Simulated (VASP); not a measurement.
Band structure of CaSe (rock salt). Calculation: RPBE GGA, VASP's PBE PAW potentials (set 64) (plane waves; VASP).

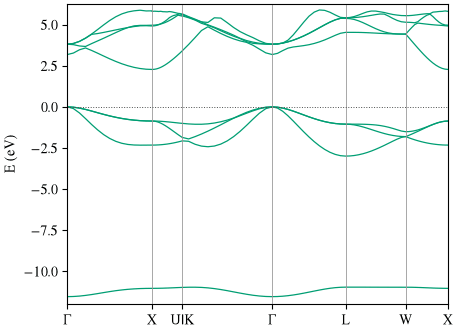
Figure: Bands along high-symmetry lines, zero at the valence-band maximum or, without a gap, the Fermi level

### Question
Read the plot: is there a gap, and where are the band edges?

### Answer
The gap is indirect, 2.27 eV, from the valence maximum at Γ to the conduction minimum at X. (Edges off the drawn lines would not show.)

Measured: gap 3.85 eV (computed value off by -1.58 eV), as given by Abedi et al., (2022), arXiv:2211.14644.

The compound is CaSe in the rock salt structure. It was relaxed first, which changed the volume by +7 %.
